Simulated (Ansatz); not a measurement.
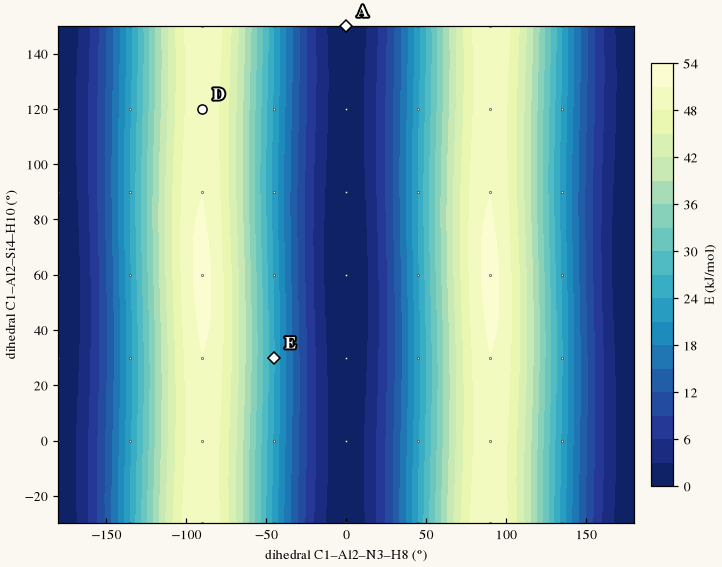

CH8AlNSi, SMILES [CH3][Al]([NH2])[SiH3]. 
- Coordinates scanned: (1) dihedral C1–Al2–N3–H8; (2) dihedral C1–Al2–Si4–H10.
- Nothing is relaxed (all other coordinates rigid).
- The grid has 8 × 7 points.
- All energies are given in kJ/mol relative to the lowest grid point.
- Computed with RKS PBE-D4/def2-SVP (Ansatz 0.2.0).

In the figure: filled contours, dots at the grid points, lettered points. Between grid points the surface is interpolated.

**Rank the lettered points by energy, lowest first.**

A (0.5 kJ/mol), E (24.0 kJ/mol), D (50.3 kJ/mol).
